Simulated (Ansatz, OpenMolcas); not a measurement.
# BNH4 (BH2(NH2)): methods side by side

The species is BNH4 (6 atoms), meant as a singlet with charge 0. SMILES: `[H]B([H])N`. Geometry: relaxed at GFN2-xTB.

```xyz
6

B     0.3419    0.5951    0.0037
H     1.3301    0.6743    0.6274
H    -0.0786    1.4968   -0.6141
N    -0.3454   -0.5987   -0.0039
H    -1.1993   -0.7506   -0.5151
H    -0.0488   -1.4170    0.5020
```

Each level gives the vertical ionisation energy (to the doublet cation) (eV). The values are calculated.

| level | kind | program | value (eV) | less FCI/STO-3G | CPU time (all runs) |
| --- | --- | --- | --- | --- | --- |
| HF/STO-3G | Hartree–Fock | Ansatz | 8.23 | -0.74 | 0.14 s |
| HF/STO-3G, open shells restricted | Hartree–Fock | OpenMolcas | 8.31 | -0.66 | 3.9 s |
| SVWN5/STO-3G | LDA | Ansatz | 10.12 | +1.15 | 2 s |
| revPBE/STO-3G | GGA | Ansatz | 10.12 | +1.15 | 3.4 s |
| r2SCAN0/STO-3G | hybrid meta-GGA | Ansatz | 9.92 | +0.95 | 5.6 s |
| wB97X/STO-3G | range-separated hybrid | Ansatz | 10.04 | +1.07 | 12 s |
| MP2/STO-3G | perturbation theory | Ansatz | 8.87 | -0.10 | 0.16 s |
| CCSD(T)/STO-3G, open shells restricted | coupled cluster or CI | OpenMolcas | 8.97 | 0.00 | 4.7 s |
| CCSD(T)/STO-3G | coupled cluster or CI | Ansatz | 8.97 | 0.00 | 0.28 s |
| FCI/STO-3G | exact in the basis | Ansatz | 8.97 | 0.00 | 9.4 s |

FCI/STO-3G is exact within its basis and frozen core, so for wave-function methods in that basis the difference is their error; functionals converge differently with the basis, so for them it is only a difference. The values span 8.23 to 10.12 eV. All rows use very small basis sets, so even the best lies far from the true value. CPU times are rough (shared hosts, several kinds of processor): they show what a rung costs within a factor of a few.

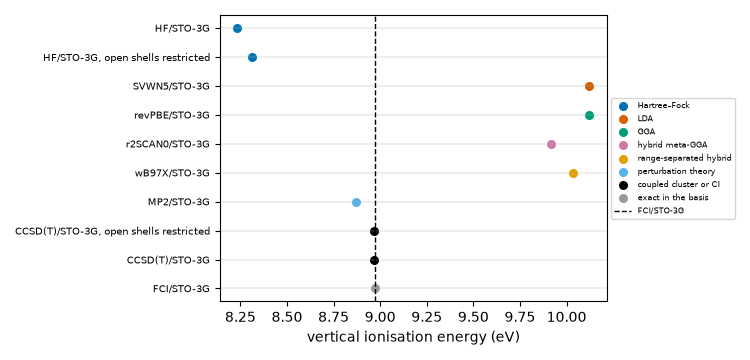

The values of the table, level by level.
